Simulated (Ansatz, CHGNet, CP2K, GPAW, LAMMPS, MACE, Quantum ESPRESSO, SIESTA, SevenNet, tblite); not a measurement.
## Liquid Al48Cu52 (at. %) at 1200 K (61 atoms): runs against a plane-wave reference

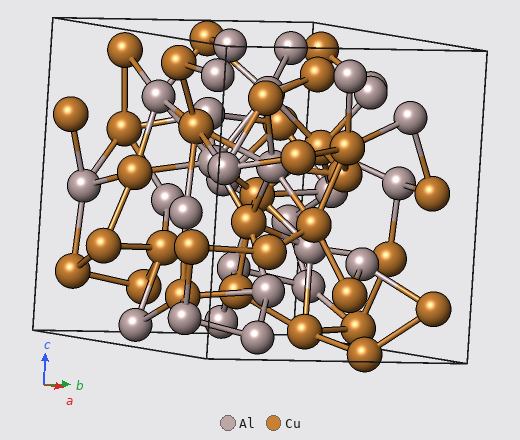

The cell (aluminium light grey, copper orange). Some periodic images of atoms are drawn too.

Density of this cell: 4.84 g/cm³. The cell holds 61 atoms: 29 Al and 32 Cu. Cell: a = 9.888 Å, b = 9.888 Å, c = 9.888 Å, α = 90.0°, β = 90.0°, γ = 90.0°. 61 atoms (29 Al, 32 Cu) placed at random at 4.85 g/cm³, melted at 1800 K for 10 ps at fixed volume with the EAM Al-Cu potential (Cai and Ye, Phys. Rev. B 54, 8398 (1996)). Snapshot at the end of a hold of 10 ps at 1200 K and zero pressure.

Geometry: as built.

The reference, a calculation:

| Item | Value |
| --- | --- |
| method | Kohn-Sham DFT, PBE, PAW, plane waves (Ansatz 0.2.0); cutoff 420 eV, Γ point, fermi-dirac smearing of 0.05 eV; PAW set soft_2 |
| r.m.s. force component | 0.7344 eV/Å |
| longest force | 3.176 eV/Å |
| pressure | -3.372 GPa |
| SCF cycles | 10 |
| time | 8.1 s on 8 threads of Arm Neoverse V2, shared host |
| CPU time | 59 s |

In doubt: a PseudoDojo file used here is known to give poor structures and forces (SIESTA), which bears on pressures, cells, forces and phonons.

Q: Estimate the differences from the reference, the CPU time and the memory of each run.
- CP2K PBE, DZVP-UZH, 800/50 Ry, diagonalisation (CP2K 2026.2; 4 MPI ranks)
- SIESTA PBE, DZP, shift 0.01 Ry, mesh 700 Ry (SIESTA 5.4.2; 4 MPI ranks)
- SIESTA PBE, DZP, shift 0.01 Ry, mesh 500 Ry (SIESTA 5.4.2; 2 MPI ranks)
- CP2K PBE, DZVP-UZH, 280/50 Ry, diagonalisation (CP2K 2026.2; 4 MPI ranks)
- SIESTA PBE, TZP, shift 0.01 Ry, mesh 500 Ry (SIESTA 5.4.2; 4 MPI ranks)
- SevenNet 0 potential (SevenNet 0; 1 thread)
- tblite GFN1-xTB (tblite 0.8.0; 1 thread)
- GPAW PBE, plane waves 550 eV (GPAW 26.7.0; 2 MPI ranks)
- SIESTA PBE, DZ, shift 0.01 Ry, mesh 500 Ry (SIESTA 5.4.2; 2 MPI ranks)
- GPAW LDA, LCAO dzp, h 0.2 Å (GPAW 26.7.0; 1 thread)

Differences are against the plane-wave reference, forces as r.m.s. over components; share is that over the reference's r.m.s. force, slope the least-squares factor from reference forces to these. Total energies of different programs have different zeros and aren't compared.

```tsv
run	Δ force, r.m.s. (meV/Å)	share (%)	slope	Δ pressure (GPa)	cores	CPU time	memory (GiB)
reference	-	-	-	-	8	59 s	1.5
CP2K PBE, DZVP-UZH, 800/50 Ry, diagonalisation	28.6	3.90	1.018	0.293	4	15 min	7.0
SIESTA PBE, DZP, shift 0.01 Ry, mesh 700 Ry	78.8	10.7	1.069	-1.30	4	22 min	4.0
SIESTA PBE, DZP, shift 0.01 Ry, mesh 500 Ry	78.9	10.7	1.069	-1.30	2	16 min	2.7
CP2K PBE, DZVP-UZH, 280/50 Ry, diagonalisation (coarse)	911	124	1.086	2.32	4	13 min	3.5
SIESTA PBE, TZP, shift 0.01 Ry, mesh 500 Ry	67.5	9.20	1.064	-1.43	4	22 min	3.6
SevenNet 0 potential	188	25.6	1.064	-2.46	1	6.7 s	0.75
tblite GFN1-xTB	587	80.0	0.904	19.3	1	6.1 s	0.13
GPAW PBE, plane waves 550 eV	19.5	2.65	1.017	0.587	2	7.5 min	1.4
SIESTA PBE, DZ, shift 0.01 Ry, mesh 500 Ry (coarse)	264	35.9	1.169	1.71	2	5.8 min	1.7
GPAW LDA, LCAO dzp, h 0.2 Å	92.7	12.6	0.935	-	1	4.1 min	1.3
```

Rows marked coarse were listed beforehand as settings not expected to be converged; some can still land near the reference.

Times of the machine-learned potentials are mostly Python's start and the loading of weights.

CPU time is summed over cores on a shared host, where runs went side by side, so it is rough. Symmetry, cutoffs, thresholds, outputs and thread counts weren't matched or tuned between programs; memory under MPI is the largest rank's times the ranks.

PBE on plane waves or a grid with other potentials, cutoffs or grids, coarse settings apart, differs from the reference by 2.7 % (GPAW PBE, plane waves 550 eV) of the r.m.s. force; this holds the reference's own error, so differences of a few per cent don't tell which side is nearer the exact PBE result. The PBE runs in local orbitals, coarse settings apart, differ by 3.9 % (CP2K PBE, DZVP-UZH, 800/50 Ry, diagonalisation) to 11 % (SIESTA PBE, DZP, shift 0.01 Ry, mesh 500 Ry); basis, grid and potentials can all enter. Tight binding differs by 80 % (tblite GFN1-xTB); it is another model, with fitted parameters of its own, and the xTB methods hold dispersion. Machine-learned potentials differ by 26 % (SevenNet 0 potential); they were trained on other programs' data. Periodic xTB results under one method name differ between programs and library versions. The electron count is odd in these runs, and they have no spin polarisation, so the unpaired electron is spread evenly over both spins. Machine-learned potentials mimic data converged in k, so the reference's own k-point error enters their differences. The network of bonds at the start is that of the classical potential that made the cell, and needn't be the one that DFT or experiment would give. The electron count is odd and the run has no spin polarisation, so levels at the top are partly filled by construction. The electronic-structure runs sample only Γ, in a cell whose shortest periodic width is 10 Å, which is coarse for a cell with partly filled levels.

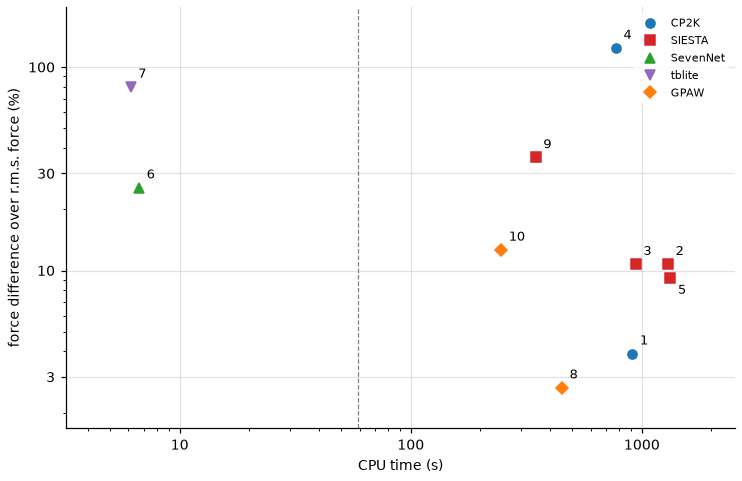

Force difference against CPU time; the dashed line marks the reference's time. Points: 1 CP2K PBE, DZVP-UZH, 800/50 Ry, diagonalisation; 2 SIESTA PBE, DZP, shift 0.01 Ry, mesh 700 Ry; 3 SIESTA PBE, DZP, shift 0.01 Ry, mesh 500 Ry; 4 CP2K PBE, DZVP-UZH, 280/50 Ry, diagonalisation; 5 SIESTA PBE, TZP, shift 0.01 Ry, mesh 500 Ry; 6 SevenNet 0 potential; 7 tblite GFN1-xTB; 8 GPAW PBE, plane waves 550 eV; 9 SIESTA PBE, DZ, shift 0.01 Ry, mesh 500 Ry; 10 GPAW LDA, LCAO dzp, h 0.2 Å.

[Logs are printed without paths, hosts, clocks, repeated set-up lines and the standing remarks that a program may print on its own settings, such as how far it seeks lower states.]

[Hosts, paths, dates, database ids (printed as entryN), source tags and the programs' standing remarks are cut or masked in the printed files.]
